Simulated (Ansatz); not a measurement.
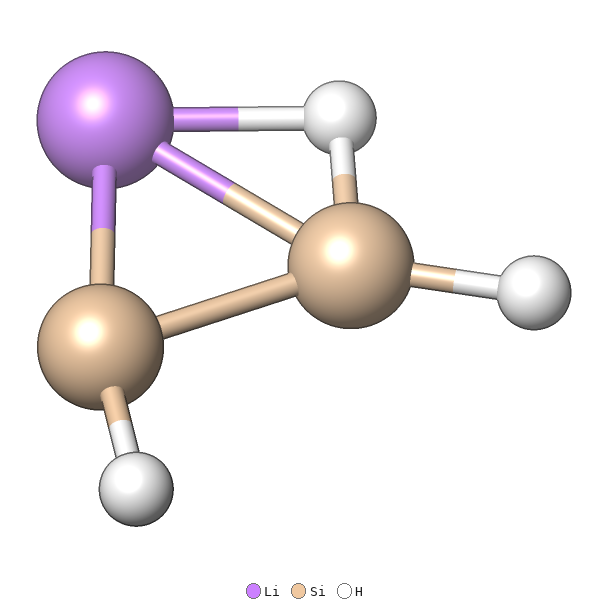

The picture shows a molecular structure as a ball-and-stick model.

Computed geometry: PBE0-D4/def2-TZVP optimisation. No frequency run is at hand to confirm it as a minimum.

Identify the structure.

The molecule is H₃LiSi₂. The point group is Cs. All atoms lie on one plane.

More results for the same structure follow; atom numbers are the same in all pictures, views and colours differ.

**Charges**

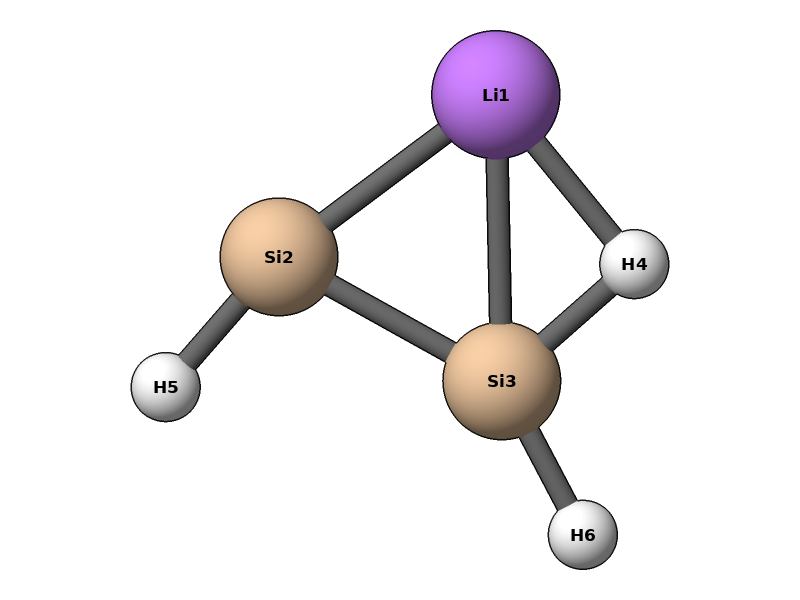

The questions are on Mulliken charges. No frequency run is at hand to confirm it as a minimum. Level of theory: RKS PBE0-D4/def2-TZVP (Ansatz 0.2.0).

List the Mulliken charges.

```tsv
atom	value (e)
Li1	0.65
Si2	−0.38
Si3	−0.14
H4	−0.12
H5	0.00
H6	0.00
```

**Electronic properties**

No frequency run is at hand to confirm it as a minimum. Method: RKS PBE0-D4/def2-TZVPP (Ansatz 0.2.0).

Predict the main results.

- HOMO energy (Kohn–Sham orbital): −5.48 eV
- LUMO energy (Kohn–Sham orbital): −1.19 eV
- HOMO–LUMO gap: 4.29 eV

**Dipole moment**

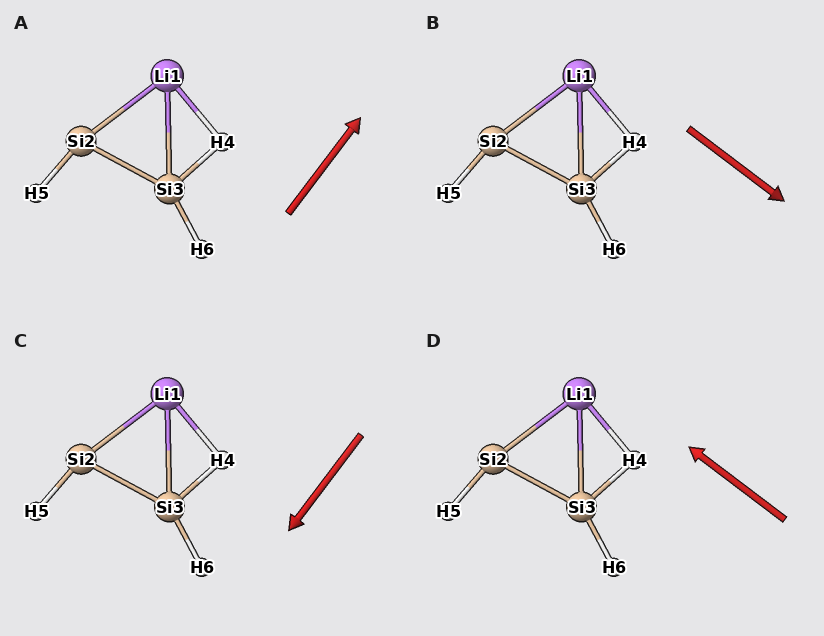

The same molecule four times, each with an arrow. No frequency run is at hand to confirm it as a minimum. Properties computed with RKS PBE0-D4/def2-TZVP (Ansatz 0.2.0).

**Which arrow points along the dipole moment, from the negative to the positive end?**

A. The dipole moment is 4.34 D; it points from the side of H5 to the side of Li1 (the outermost atoms at the two ends).

Mulliken values depend strongly on the basis set and can even reverse the polarity of a bond.
